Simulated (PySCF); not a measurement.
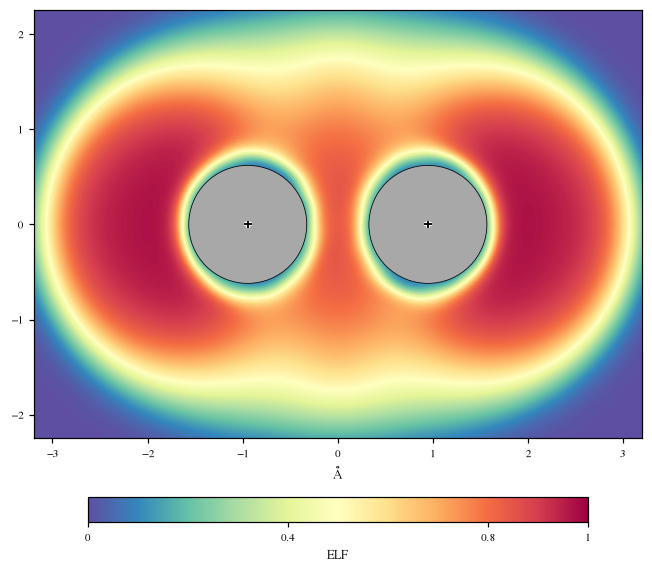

The ELF on a plane through atoms (crosses mark nuclei in the plane; grey discs cover the cores).

These are results of DFT single point, gas phase, functional wB97X (PySCF), not measurements.

Candidates:
A. P2 (SMILES P#P)
B. SO (SMILES O=[S+]) (charge +1, doublet)

Which system is this?

Candidate A: P2 on a plane that holds the molecular axis, which holds P. P–P (1.89 Å): the ELF peaks at about 0.85 between the atoms (a covalent bond).
